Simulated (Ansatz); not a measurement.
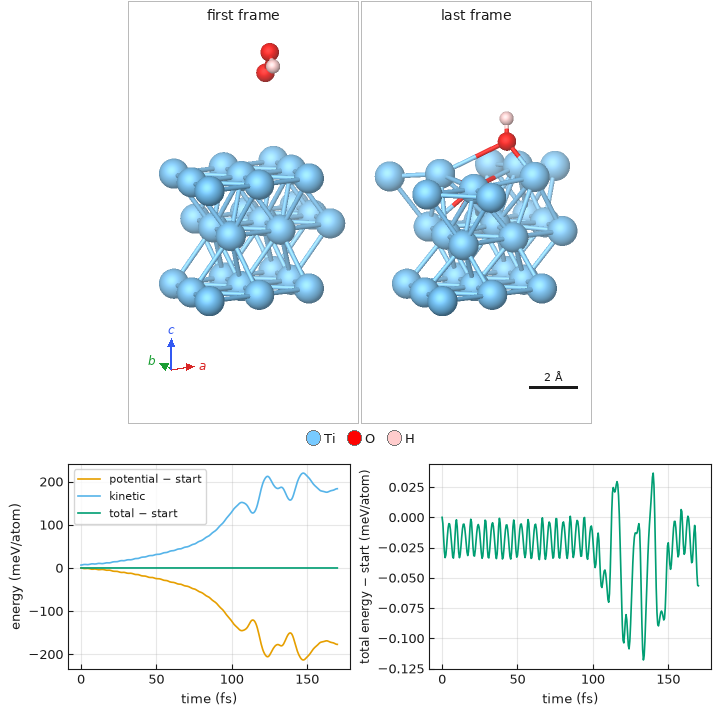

First-principles dynamics of OOH on Ti(0001) (30 atoms in the cell), 170 fs long. The picture is a ball-and-stick view of the simulation cell, with the vacuum cut short, seen slightly off an axis. Bonds to atoms that aren't drawn are left out.

These are results of DFT PBE-D3(BJ), scalar-relativistic, plane waves, PAW (Ansatz 0.2.0), not measurements. Run with plane-wave cutoff 420 eV; k-point mesh 2 × 2 × 1; Fermi-Dirac smearing 0.1 eV; 9 atoms held fixed; constant energy (NVE); time step 0.5 fs; at the start 3 atoms move with typed velocities and the others are at rest.

### Is this trajectory numerically sound?

The total energy stays between −0.12 and 0.037 meV per atom of its start. A straight-line fit has a slope that amounts to −0.025 meV per atom over 170 fs (under 0.1 % of the mean kinetic energy), its mean offset in the second half is under 0.1 %, and the ripple about the line is under 0.1 % of the kinetic energy's fluctuation. With a drift under 2 % and a ripple under 7 %, the integration is accurate. The mean temperature in the second half is 1802 K (standard deviation 422 K). It is well above the start because potential energy is released as heat. The potential energy is still drifting at the end, so the run hasn't reached equilibrium. The potential energy in the second half lies on average 156 meV per atom below the first frame.

Limits of the set-up: the cell has an odd number of electrons but was run without spin polarisation.

Cost: 41 min on 4 threads of Intel(R) Xeon(R) 6975P-C (Granite Rapids), with other jobs on the host, peak memory 5.3 GiB.
